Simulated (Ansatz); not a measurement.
# LaYO2F2 (built on the sites of a database entry of LaOF): following an unstable mode, part 2 of 2

Which phase does LaYO2F2 (built on the sites of a database entry of LaOF) fall into along its unstable mode, and how much energy does it gain?

Ansatz 0.2.0; DFT PBE+D3(BJ), scalar-relativistic, plane waves, PAW.

So far, highest frequency on the path or at a solved wavevector (cm⁻¹): step 2 (the dispersion) 573. Also lowest frequency on the path (cm⁻¹): step 2 -95.8.

The structure was built from a prototype and need not be the compound's stable phase.

## 4. The mode frozen in, largest atomic shift 0.22 Å

The atoms are moved along the unstable eigenvector, the largest shift by 0.22 Å, with the cell fixed.

File input.yaml:

```yaml
crystal:
  lattice:
    - [-3.9491705737, -3.9491705737, 0.0]
    - [-3.9491705737, 3.9491705737, 0.0]
    - [-3.9491705737, 0.0, -5.6693653701]
  atoms:
    - { symbol: "Y", position: [0.1052957089, 0.6052957089, 0.2894085822] }
    - { symbol: "Y", position: [0.6052957089, 0.1052957089, 0.2894085822] }
    - { symbol: La, position: [0.3924679547, 0.3924679547, 0.7150640906] }
    - { symbol: La, position: [0.8924679547, 0.8924679547, 0.7150640906] }
    - { symbol: O, position: [0.7605539084, 0.7527514251, 0.4866946665] }
    - { symbol: O, position: [0.2527514251, 0.2605539084, 0.4866946665] }
    - { symbol: O, position: [0.2605539084, 0.7605539084, 0.4866946665] }
    - { symbol: O, position: [0.7527514251, 0.2527514251, 0.4866946665] }
    - { symbol: F, position: [0.5223194515, 0.4666115513, 0.0110689972] }
    - { symbol: F, position: [0.9666115513, 1.0223194515, 0.0110689972] }
    - { symbol: F, position: [0.4666115513, 0.9666115513, 0.0110689972] }
    - { symbol: F, position: [1.0223194515, 0.5223194515, 0.0110689972] }
kpoints:
  mp_grid: { grid: [4, 4, 4] }
hamiltonian:
  xc: pbe
  dispersion: d3bj
scf:
  occupations: { method: gaussian, width: 0.02 }
output:
  forces: true
  stress: true
  eigenvalues: true
```

The run is started by

```
ansatz run input.yaml --threads 8 --pin off --max-ram 14336MiB --backend cpu --events-out ev --progress --plain --runs-dir out
```

Numbers of over 12 decimals in the logs are rounded to 6 here.

What it wrote:

```text
[...]
Crystal: 12 atoms, lattice volume = 176.838 Å³
Basis set: ecut = 420 eV, 3459 PW (Γ), exchange–correlation on 80×80×96 points (8 copies of the dense FFT grid, shifted against one another)
Bands: 60, of which v1, the nominal top of the filled ones, is band 48 counted from 1 (47 counted from 0)
Symmetry: 8 space group operations
[...]
k-points: 13 of 64 (time reversal used)
[...]
k-point 0: bands = [... 44 lower, 7.7132, 7.7828, 7.8825, 7.8825, 12.8747, 12.9504, 13.2229, 13.5287, ... 4 higher]
  k-point 1: bands = [... 44 lower, 7.7080, 7.7877, 7.9442, 7.9442, 12.8260, 13.0995, 13.3295, 13.4921, ... 4 higher]
  k-point 2: bands = [... 44 lower, 7.7015, 7.7928, 8.0039, 8.0039, 12.7132, 13.2875, 13.4624, 13.4907, ... 4 higher]
  k-point 12: bands = [... 44 lower, 7.3293, 7.3293, 7.8264, 7.8264, 13.1505, 13.1505, 13.5991, 13.5991, ... 4 higher]
[key lines of the parts left out:]
SCF converged after 7 iterations
Free energy (F): -25728.091433 eV
Fermi energy:    10.454175 eV
P = ⅓ Tr σ = 0.6337 GPa (6.337 kbar)
```

It took 1.4 s on 8 threads of Arm Neoverse V2, shared host; peak memory 0.74 GiB.

This step gave:

* pressure: 0.6337 GPa
* gap on the k-mesh: 4.518 eV
* energy from the undistorted cell: -2.922 meV/atom

The energy, extrapolated to zero smearing, is -2.92 meV/atom against the undistorted cell.

The run ends at a pressure of 0.63 GPa, with forces up to 0.25 eV/Å.

## 5. Energy along the mode, all amplitudes (two of the runs are shown above)

An imaginary frequency means negative curvature, so the energy should fall and then rise again as anharmonic terms take over.

This step gave:

```
depth at the lowest point sampled  : 2.922 meV/atom
largest atomic shift at that point : 0.22 Å
```

Table of energy from the parent by largest atomic shift:

| largest atomic shift (Å) | energy from the parent (meV/atom) |
| --- | --- |
| 0.000 | 0 |
| 0.040 | -0.143 |
| 0.080 | -0.552 |
| 0.140 | -1.53 |
| 0.220 | -2.92 |
| 0.320 | -2.83 |
| 0.450 | 6.43 |

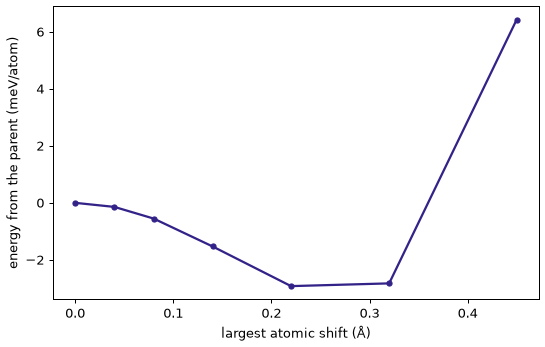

Energy from the parent, plotted against largest atomic shift.

Displacement at unit largest shift by atom:

```
atom  x (Å)  y (Å)  z (Å)  size
  Y1   0.00   0.00   0.00  0.00
  Y2   0.00   0.00   0.00  0.00
 La3   0.00   0.00   0.00  0.00
 La4   0.00   0.00   0.00  0.00
  O5   0.00  -0.14   0.00  0.14
  O6   0.00   0.14   0.00  0.14
  O7  -0.14   0.00   0.00  0.14
  O8   0.14   0.00   0.00  0.14
  F9   0.00  -1.00   0.00  1.00
 F10   0.00   1.00   0.00  1.00
 F11   1.00   0.00   0.00  1.00
 F12  -1.00   0.00   0.00  1.00
```

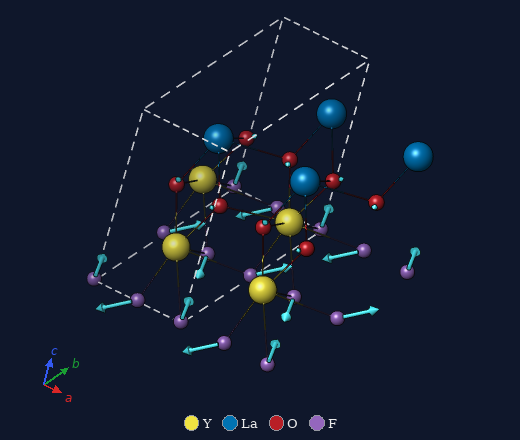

Displacement at unit largest shift as arrows, the longest 1 Å. Bonds to atoms that aren't drawn are left out. 2×1×1 cells are drawn. Some periodic images of atoms are drawn too.

The lowest of the steps tried is at 0.22 Å, 2.92 meV/atom below the parent; the bottom of the well need not coincide with a step.

## 6. Relaxing from the distorted cell

Starting from the lowest point found, all atoms and the cell are let go, so that strain and other modes of the same symmetry can join in.

Changes to input.yaml since step 4:

```diff
@@ -24,3 +24,3 @@
 scf:
-  occupations: { method: gaussian, width: 0.02 }
+  occupations: { method: fixed }
 output:
@@ -29 +29,6 @@
   eigenvalues: true
+relax:
+  adjacent_minimum: "off"
+  f_tol: 0.002
+  max_steps: 120
+  cell: { stress_tol: 0.03 }
```

What it wrote:

```text
[...]
Crystal: 12 atoms, lattice volume = 176.838 Å³
Basis set: ecut = 420 eV, 3459 PW (Γ), exchange–correlation on 80×80×96 points (8 copies of the dense FFT grid, shifted against one another)
Bands: 60, of which v1, the nominal top of the filled ones, is band 48 counted from 1 (47 counted from 0)
Symmetry: 8 space group operations
[...]
k-points: 13 of 64 (time reversal used)
[...]
SCF iter   1: F=—  HF=-25728.087307 eV  |F-HF|=—  |Δ(HF+E_count)|=         —  Δρ=1.64e-3  dr2=2.00e-3  ethr=1.77e-3  ⟨swp⟩=4.6  Hψ=2432  notcnv=0  defer=110
[...]
SCF iter   7: F=-25728.091433 eV  HF=-25728.091433 eV  |F-HF|=9.84e-8  |Δ(HF+E_count)|=   1.39e-7  Δρ=6.01e-6  dr2=6.67e-8  ethr=1.04e-10  ⟨swp⟩=14.7  Hψ=4286  notcnv=0
SCF 1 converged in 7 iterations: F = -25728.091433 eV  dr2 = 6.67e-8
[...]
relax step   1: F+E_penalty+E_count = -25728.09143349 eV  Δ(F+E_penalty+E_count) = +0.000e0 eV  max|allowed force component| = 2.474e-1 eV/Å  Δτ_max = 0.0000 Å  P = +0.634 GPa  Ω = 176.838 Å³  (7 SCF iters, dr2 threshold 1.00e-7 eV, accepted)
Crystal: 12 atoms, lattice volume = 179.113 Å³
Basis set: ecut = 420 eV, 3531 PW (Γ), exchange–correlation on 80×80×96 points (8 copies of the dense FFT grid, shifted against one another)
[...]
iter 1 solved again at ethr=4.41e-5 eV; its pass at ethr=3.10e-3 eV (dr2=4.23e-2 eV) is discarded
[...]
SCF iter   7: F=-25728.104222 eV  HF=-25728.104222 eV  |F-HF|=3.46e-7  |Δ(HF+E_count)|=   5.76e-7  Δρ=9.59e-6  dr2=1.48e-7  ethr=1.25e-9  ⟨swp⟩=14.0  Hψ=5410  notcnv=0
SCF 2 converged in 7 iterations: F = -25728.104222 eV  dr2 = 1.48e-7
relax step   2: F+E_penalty+E_count = -25728.10422196 eV  Δ(F+E_penalty+E_count) = -1.279e-2 eV  max|allowed force component| = 3.719e-1 eV/Å  Δτ_max = 0.0564 Å  P = -0.184 GPa  Ω = 179.113 Å³  energy of the carried Pulay correction = -7.330e-3 eV  (7 SCF iters, dr2 threshold 1.20e-6 eV, accepted)
Crystal: 12 atoms, lattice volume = 179.224 Å³
[...]
SCF iter   5: F=-25728.123003 eV  HF=-25728.123002 eV  |F-HF|=4.54e-7  |Δ(HF+E_count)|=   4.96e-6  Δρ=1.98e-5  dr2=5.80e-7  ethr=1.25e-9  ⟨swp⟩=13.9  Hψ=4987  notcnv=0
SCF 3 converged in 5 iterations: F = -25728.123003 eV  dr2 = 5.80e-7
relax step   3: F+E_penalty+E_count = -25728.12300271 eV  Δ(F+E_penalty+E_count) = -1.878e-2 eV  max|allowed force component| = 1.620e-1 eV/Å  Δτ_max = 0.0268 Å  P = -0.240 GPa  Ω = 179.224 Å³  energy of the carried Pulay correction = -7.685e-3 eV  (5 SCF iters, dr2 threshold 1.20e-6 eV, accepted)
[... from here on, the SCF cycles and remarks between the steps are left out ...]
relax step   4: F+E_penalty+E_count = -25728.16658409 eV  Δ(F+E_penalty+E_count) = -4.358e-2 eV  max|allowed force component| = 2.773e-1 eV/Å  Δτ_max = 0.1617 Å  P = -0.141 GPa  Ω = 180.433 Å³  energy of the carried Pulay correction = -1.154e-2 eV  (7 SCF iters, dr2 threshold 1.20e-6 eV, accepted)
relax step   5: F+E_penalty+E_count = -25728.17841866 eV  Δ(F+E_penalty+E_count) = -1.183e-2 eV  max|allowed force component| = 2.754e-1 eV/Å  Δτ_max = 0.0483 Å  P = -0.153 GPa  Ω = 180.803 Å³  energy of the carried Pulay correction = -1.272e-2 eV  (6 SCF iters, dr2 threshold 1.20e-6 eV, accepted)
relax step   6: F+E_penalty+E_count = -25728.18576467 eV  Δ(F+E_penalty+E_count) = -7.346e-3 eV  max|allowed force component| = 9.575e-2 eV/Å  Δτ_max = 0.0196 Å  P = -0.062 GPa  Ω = 181.061 Å³  energy of the carried Pulay correction = -1.353e-2 eV  (5 SCF iters, dr2 threshold 1.20e-6 eV, accepted)
relax step   7: F+E_penalty+E_count = -25728.18721350 eV  Δ(F+E_penalty+E_count) = -1.449e-3 eV  max|allowed force component| = 3.309e-2 eV/Å  Δτ_max = 0.0066 Å  P = +0.043 GPa  Ω = 180.764 Å³  energy of the carried Pulay correction = -1.259e-2 eV  (6 SCF iters, dr2 threshold 5.73e-7 eV, accepted)
relax step   8: F+E_penalty+E_count = -25728.18696072 eV  Δ(F+E_penalty+E_count) = +2.528e-4 eV  max|allowed force component| = 6.056e-3 eV/Å  Δτ_max = 0.0037 Å  P = +0.018 GPa  Ω = 180.877 Å³  energy of the carried Pulay correction = -1.295e-2 eV  (6 SCF iters, dr2 threshold 6.84e-8 eV, accepted)
relax step   9: F+E_penalty+E_count = -25728.18698313 eV  Δ(F+E_penalty+E_count) = -2.241e-5 eV  max|allowed force component| = 3.054e-4 eV/Å  Δτ_max = 0.0017 Å  P = +0.003 GPa  Ω = 180.877 Å³  energy of the carried Pulay correction = -1.295e-2 eV  (6 SCF iters, dr2 threshold 3.76e-9 eV, accepted)
relax step  10: F+E_penalty+E_count = -25728.20281555 eV  Δ(F+E_penalty+E_count) = -1.583e-2 eV  max|allowed force component| = 2.189e-4 eV/Å  Δτ_max = 0.0000 Å  P = +0.165 GPa  Ω = 180.877 Å³  stress off target by 1.98e-1 GPa  SCF on the basis re-selected at this cell (its energy is not comparable with the rows above)  (7 SCF iters)
relax step  11: F+E_penalty+E_count = -25728.20228752 eV  Δ(F+E_penalty+E_count) = +5.280e-4 eV  max|allowed force component| = 5.516e-3 eV/Å  Δτ_max = 0.0018 Å  P = +0.032 GPa  Ω = 181.097 Å³  energy of the carried Pulay correction = -6.880e-4 eV  (6 SCF iters, dr2 threshold 9.76e-8 eV, accepted)
relax step  12: F+E_penalty+E_count = -25728.20212751 eV  Δ(F+E_penalty+E_count) = +1.600e-4 eV  max|allowed force component| = 1.350e-3 eV/Å  Δτ_max = 0.0009 Å  P = -0.001 GPa  Ω = 181.151 Å³  energy of the carried Pulay correction = -8.594e-4 eV  (6 SCF iters, dr2 threshold 4.88e-9 eV, accepted)
[...]
SCF iter   1: F=—  HF=-25728.202830 eV  |F-HF|=—  |Δ(HF+E_count)|=         —  Δρ=1.24e-5  dr2=4.27e-8  ethr=2.50e-7  ⟨swp⟩=3.6  Hψ=4466  notcnv=0  defer=130
eigensolver tolerance schedule: the retry pair's looser diagonalisation over-reported the residual by 5619.95 of it (diagonalisation noise at 0.83 of the residual, at the tolerance the schedule requests for it); recorded, not acted on — ethr = c·dr2/N_el stays at c = 1.0e-1
[...]
SCF iter   2: F=—  HF=-25728.202855 eV  |F-HF|=—  |Δ(HF+E_count)|=   2.48e-5  Δρ=5.55e-6  dr2=1.34e-8  ethr=4.45e-11  ⟨swp⟩=3.0  Hψ=1725  notcnv=0  defer=120
[...]
SCF iter   5: F=-25728.202855 eV  HF=-25728.202855 eV  |F-HF|=6.55e-11  |Δ(HF+E_count)|=  2.55e-11  Δρ=1.26e-7  dr2=4.30e-11  ethr=1.00e-12  ⟨swp⟩=14.3  Hψ=4164  notcnv=0
SCF 13 converged in 5 iterations: F = -25728.202855 eV  dr2 = 4.30e-11
[...]
relax step  13: F+E_penalty+E_count = -25728.20285525 eV  Δ(F+E_penalty+E_count) = -7.277e-4 eV  max|allowed force component| = 1.343e-3 eV/Å  Δτ_max = 0.0000 Å  P = +0.003 GPa  Ω = 181.151 Å³  stress off target by 5.47e-3 GPa  SCF on the basis re-selected at this cell (its energy is not comparable with the rows above)  (5 SCF iters)
[...]
SCF converged after 5 iterations
Free energy (F): -25728.202855 eV
[...]
Internal energy: -25728.202855 eV  (E = F + TS)
E sigma→0 (E₀):  -25728.202855 eV
Fermi energy:    7.732673 eV
[...]
--- Forces (eV/Å), atoms counted from 1 ---
  atom   1  Y      0.00000000     0.00000000     0.00067368
  atom   2  Y     -0.00000000     0.00000000     0.00067368
  atom   3  La    -0.00000000     0.00000000    -0.00134294
  atom   4  La     0.00000000    -0.00000000    -0.00134294
  atom   5  O      0.00000000     0.00010629     0.00096193
  atom   6  O      0.00000000    -0.00010629     0.00096193
  atom   7  O      0.00010629     0.00000000     0.00096193
  atom   8  O     -0.00010629     0.00000000     0.00096193
  atom   9  F     -0.00000000    -0.00063879    -0.00062663
  atom  10  F     -0.00000000     0.00063879    -0.00062663
  atom  11  F      0.00063879    -0.00000000    -0.00062663
  atom  12  F     -0.00063879     0.00000000    -0.00062663
  max |Σ_I F_I| component: 2.65e-6 eV/Å
--- Stress (GPa, compression-positive) ---
        0.005467      -0.000000      -0.000000
       -0.000000       0.005467       0.000000
       -0.000000       0.000000      -0.001570
  P = ⅓ Tr σ = 0.0031 GPa (0.031 kbar)
--- Band table (eV; the first three rows and the last of 13) ---
  k-point 0: bands = [... 44 lower, 7.2816, 7.3571, 7.4484, 7.4484, 12.5305, 12.7181, 12.7623, 12.9877, ... 8 higher]
  k-point 1: bands = [... 44 lower, 7.2965, 7.3598, 7.4954, 7.4954, 12.5926, 12.8315, 12.9282, 12.9817, ... 8 higher]
  k-point 2: bands = [... 44 lower, 7.3048, 7.3625, 7.5455, 7.5455, 12.6695, 12.9757, 13.0111, 13.0175, ... 8 higher]
  k-point 12: bands = [... 44 lower, 6.8222, 6.8222, 7.3368, 7.3368, 12.7886, 12.7886, 13.0211, 13.0211, ... 8 higher]
--- Relaxed structure (11 steps of the walk, 11 accepted, 2 SCFs on fresh bases) ---
  F+E_penalty+E_count = -25728.20285525 eV   max|allowed force component| = 1.343e-3 eV/Å   (the final SCF, on the basis selected at the relaxed cell)
  cell:  # Å, volume = 181.1511 Å³
    - [-3.997232, -3.997232, -3.927136103216294e-18]
    - [-3.997232, 3.997232, -3.927136103216306e-18]
    - [-3.997232, 0, -5.668813]
  atoms:
    - { symbol: Y, position: [0.097030, 0.597030, 0.305941] }
    - { symbol: Y, position: [0.597030, 0.097030, 0.305941] }
    - { symbol: La, position: [0.389695, 0.389695, 0.720610] }
    - { symbol: La, position: [0.889695, 0.889695, 0.720610] }
    - { symbol: O, position: [0.758275, 0.751721, 0.490004] }
    - { symbol: O, position: [0.251721, 0.258275, 0.490004] }
    - { symbol: O, position: [0.258275, 0.758275, 0.490004] }
    - { symbol: O, position: [0.751721, 0.251721, 0.490004] }
    - { symbol: F, position: [0.565411, 0.437868, -0.00327984] }
    - { symbol: F, position: [0.937868, 1.065411, -0.00327984] }
    - { symbol: F, position: [0.437868, 0.937868, -0.00327984] }
    - { symbol: F, position: [1.065411, 0.565411, -0.00327984] }
```

It took 22 s on 8 threads; peak memory 0.81 GiB; 2.6 min of CPU time.

Relaxation path:

```
step  energy less that of the first step (eV)  largest force component (eV/Å)  pressure (GPa)  volume (Å³)
   1                                   0.0000                          0.2474            0.63       176.84
   2                                  -0.0128                          0.3719           -0.18       179.11
   3                                  -0.0316                          0.1620           -0.24       179.22
   4                                  -0.0752                          0.2773           -0.14       180.43
   5                                  -0.0870                          0.2754           -0.15       180.80
   6                                  -0.0943                          0.0958           -0.06       181.06
   7                                  -0.0958                          0.0331            0.04       180.76
   8                                  -0.0955                          0.0061            0.02       180.88
   9                                  -0.0955                          0.0003            0.00       180.88
 10*                                  -0.1114                          0.0002            0.16       180.88
  11                                  -0.1109                          0.0055            0.03       181.10
  12                                  -0.1107                          0.0014            0.00       181.15
 13*                                  -0.1114                          0.0013            0.00       181.15
```

Relaxation steps marked * repeat the geometry before them on a plane-wave basis chosen anew for their cell, so energy and pressure can jump there.

The run keeps the 8 symmetry operations that it works with, so distortions that break them were not tested.

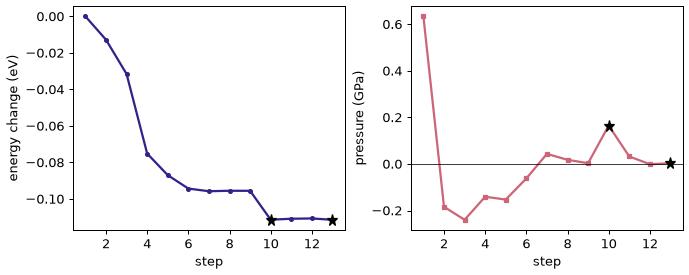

Energy and pressure along the relaxation. Stars mark steps on a basis chosen anew.

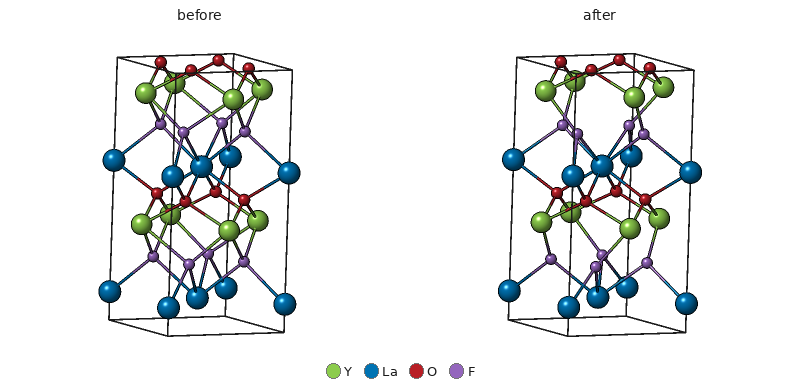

Before and after, at one scale.

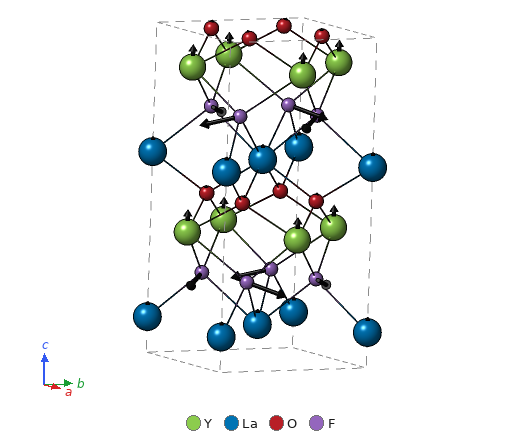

Displacements in the relaxation, exaggerated, measured against the changing cell; the longest in the cell stands for 0.30 Å. Some periodic images of atoms are drawn too.

```csv
"conventional cell, symmetrised",before,after,change
a (Å),5.585,5.653,+1.2 %
b (Å),5.585,5.653,+1.2 %
c (Å),11.339,11.338,-0.0 %
volume (Å³/atom),14.74,15.10,+2.4 %
```

The atoms that moved most (Å, as changes of fractional coordinates times the final cell):

```
atom      dx      dy      dz  length
  F9   0.000  -0.287   0.081   0.298
 F10   0.000   0.287   0.081   0.298
 F11   0.287   0.000   0.081   0.298
 F12  -0.287   0.000   0.081   0.298
  Y1   0.000   0.000  -0.094   0.094
  Y2   0.000   0.000  -0.094   0.094
 La3   0.000   0.000  -0.031   0.031
 La4   0.000   0.000  -0.031   0.031
```

The relaxed structure:

```xyz
12
Lattice="-3.9972 -3.9972 0.0000 -3.9972 3.9972 0.0000 -3.9972 0.0000 -5.6688" Properties=species:S:1:pos:R:3 pbc="T T T"
Y    -3.9972    1.9986   -1.7343
Y    -3.9972   -1.9986   -1.7343
La   -5.9958    0.0000   -4.0850
La   -9.9931    0.0000   -4.0850
O    -7.9945   -0.0262   -2.7777
O    -3.9972    0.0262   -2.7777
O    -6.0220    1.9986   -2.7777
O    -5.9696   -1.9986   -2.7777
F    -3.9972   -0.5098    0.0186
F    -7.9945    0.5098    0.0186
F    -5.4860    1.9986    0.0186
F    -6.5057   -1.9986    0.0186
```

Numbers from this step:

```
pressure          : 0.003121 GPa
gap on the k-mesh : 4.798 eV
volume per atom   : 15.10 Å³
```

The distorted start has space group I4cm; the relaxation ends in I4cm.

## 7. The phases reached

The phases reached along the modes that were followed are set side by side.

Energies are those of the first relaxation, on the mesh of the frozen mode; space group, volume and gap are those of the last relaxation. Phases, by row:

```
                  mode frozen in  space group  energy from parent (meV/atom)  volume (Å³/atom)  gap on mesh (eV)  lowest zone-centre optical mode (cm⁻¹)  largest shift (Å)
                          parent         P4mm                              0             14.74             4.465                                       –                  –
   q = (-0.5, -0.5, 0), 96i cm⁻¹         P4bm                         -14.42             15.11             4.821                                       –              0.525
q = (-0.5, -0.5, -0.5), 87i cm⁻¹         I4cm                         -12.21              15.1             4.798                                       –              0.516
```

## 8. What came out

```json
{"unstable mode of the parent": "q = (-0.5, -0.5, -0.5), 87i cm⁻¹", "depth at the lowest point sampled": "2.92 meV/atom", "largest atomic shift at that point": "0.22 Å", "space group reached (within 0.01 Å)": "I4cm", "energy gained over the parent (first relaxation, on the mesh of the frozen mode)": "12.2 meV/atom", "volume per atom, phase reached": "15.1 Å³", "gap on the k-mesh, phase reached": "4.80 eV"}
```

**Reading.** Along this mode the structure falls into I4cm, 12.2 meV/atom below the parent. At the parent's cell the well is 2.922 meV/atom deep on the steps tried, with its lowest point at a shift of 0.22 Å. Relaxing atoms and cell changes the gain by +9.28 meV/atom against the lowest step (energies at zero smearing). Most of the total comes from this relaxation. The modes of the phase reached were not computed on this path. Of the 2 patterns followed to their end from this parent, this one ends 2.21 meV/atom above the lowest, P4bm. Each path keeps the symmetry of its pattern, so a lower phase may lie along a pattern not tried. The q mesh stands for a supercell only 7.9 Å across, so branches between the solved wavevectors are rough. The program warns that the interpolation holds no quadrupole term, so branches close to Γ can be off in this crystal. Spin-orbit coupling is left out, which can matter for the heavy elements here. In the phonons the program treats the change of the C6 weights of the dispersion term with coordination only in part. The starting cell was built on a prototype and not taken from a measurement, so the phase need not exist.

[Logs are printed without paths, hosts, clocks, repeated set-up lines and the standing remarks that a program may print on its own settings, such as how far it seeks lower states.]

[Hosts, paths, dates, database ids (printed as entryN), source tags and the programs' standing remarks are cut or masked in the printed files.]
